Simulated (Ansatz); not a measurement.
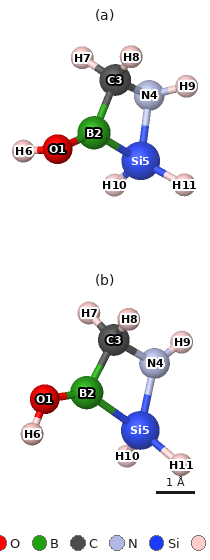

The structure of CH6BNOSi before (top) and after (bottom) a relaxation, at one scale.

A ball-and-stick model, seen at a tilt.

The run prepares an end point of a later path (torsion) calculation, from a guessed geometry.

Computed with RKS BLYP/6-31G in Ansatz.

Input file:
```yaml
crystal:
  periodic: [false, false, false]
  atoms:
    - { symbol: O, position_ang: [-0.1233, 2.2782, 0.5402] }
    - { symbol: B, position_ang: [0.026, 0.9096, 0.213] }
    - { symbol: C, position_ang: [0.05829, 0.00397, -1.1119] }
    - { symbol: "N", position_ang: [0.10067, -1.36357, -0.59226] }
    - { symbol: Si, position_ang: [0.21348, -0.80677, 1.08984] }
    - { symbol: H, position_ang: [-1.1534, 2.4349, 0.6171] }
    - { symbol: H, position_ang: [-0.96708, 0.09788, -1.66983] }
    - { symbol: H, position_ang: [0.8326, 0.28499, -1.7806] }
    - { symbol: H, position_ang: [1.13017, -1.66262, -0.84934] }
    - { symbol: H, position_ang: [-0.98846, -1.18307, 1.80864] }
    - { symbol: H, position_ang: [1.53815, -0.96865, 1.68751] }
basis:
  gaussian: { orbitals: "6-31G" }
hamiltonian:
  xc: blyp
relax:
  f_tol: 0.015
  max_steps: 40
```

Launched with:
```bash
ansatz run input.yaml --threads 1 --pin off --max-ram 2048MiB --backend cpu --events-out ev --progress --plain --runs-dir out
```

Question: What changed between the two?

Answer: After 12 accepted moves (14 points after the start) the energy has fallen by 50.5 kcal/mol. Largest force component: 3.6 eV/Å at the start, 0.0039 eV/Å at the end. The line search rejected the trial steps at points 7, 9 of the run. The largest move after the best rigid fit is that of H6, 0.66 Å. Largest moves by element: H 0.66 Å, O 0.58 Å, N 0.36 Å, B 0.26 Å, C 0.17 Å, Si 0.13 Å. Near-neighbour distances that change, for instance: B2–Si5 1.936 → 2.077 Å, N4–H9 1.102 → 1.017 Å, Si5–H10 1.450 → 1.528 Å, Si5–H11 1.462 → 1.528 Å. Bond angles that change, for instance: Si5–N4–H9 104.3° → 134.5°, C3–N4–H9 101.4° → 122.1°, H10–Si5–H11 121.3° → 104.6°. Groups turn about O1–B2 by about 90°.
